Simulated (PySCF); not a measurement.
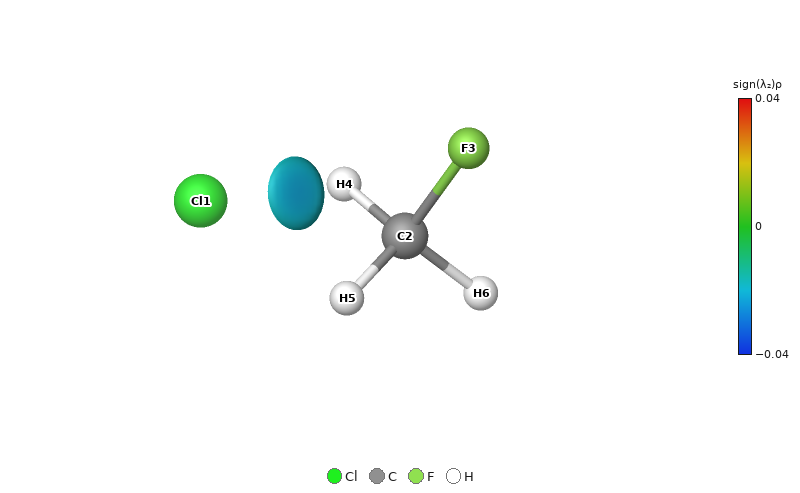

Figure 1: CH3ClF, charge −1, SMILES `[Cl-].CF`. Non-covalent interaction surfaces between the fragments (reduced density gradient s = 0.4, coloured by sign(λ₂)ρ in a.u.; trimmed to the region between the fragments where ρ is under 0.06 a.u.). Fragment A: Cl(−1) (atom 1); fragment B: H3CF.

PySCF calculation, CAM-B3LYP/def2-SVPD, gas phase; geometry: GFN2-xTB. GFN2-xTB bond lengths at metals and heavier atoms can be off by up to 0.1 Å and shapes distorted, which carries into these values.

Question: Which interactions hold the two fragments together?

Answer: Bond critical points between the fragments: Cl1···H4, weak C–H hydrogen bond, 2.35 Å, ρ = 0.021 a.u. It appears blue-green. The pose is a local one from a semi-empirical search, not shown to be the most stable. With a charged fragment, long-range electrostatics, which these surfaces don't show, weighs heavily in the interaction energy.

Question: How strongly are they bound?

Answer: The counterpoise-corrected interaction energy of the frozen fragments is −7.0 kcal/mol without dispersion correction and −7.5 kcal/mol with D3(BJ). The pair geometry is semi-empirical, not a minimum at this level.

The PySCF run took 38 s on 1 thread of AMD EPYC (Zen 3) (shared host), peak memory 0.45 GiB.
